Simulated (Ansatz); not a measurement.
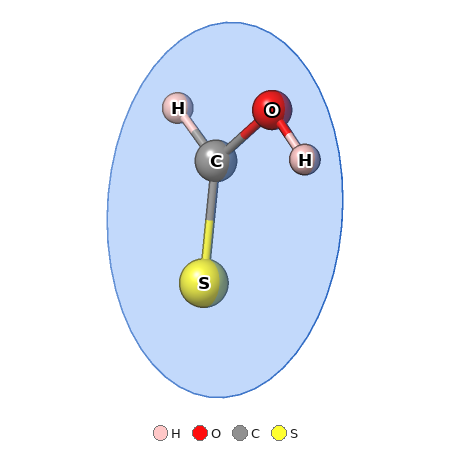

All proper rotation axes (lines) and mirror planes (discs) of the structure are drawn in. Distant atoms are faded towards the background colour. The geometry was computed by an optimisation with PBE0-D4/def2-TZVP.

Name the symmetry elements and the point group.

Answer. It has 1 mirror plane. Point group Cs. The group has 2 operations. The geometry is achiral, and symmetry allows a dipole moment.
